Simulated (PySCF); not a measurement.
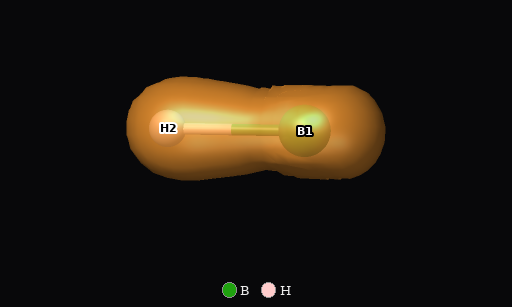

Figure. BH (charge −1, doublet). Isosurface of the total electron density at 0.6 e/Å³ (orange), seen from one side.

Level of theory: PBE0/aug-cc-pVDZ(-PP), non-relativistic Hamiltonian with scalar-relativistic core potentials where named, at a bond length of 1.274 Å (PySCF).

### How is the density connected at this value?

At this value the surface is in one piece. It bridges the sampled B–H (1.27 Å) contact, where the density stays above the isovalue. On the grid the lowest density along these lines, outside the cores, is 1 e/Å³ (B–H, 1.27 Å).
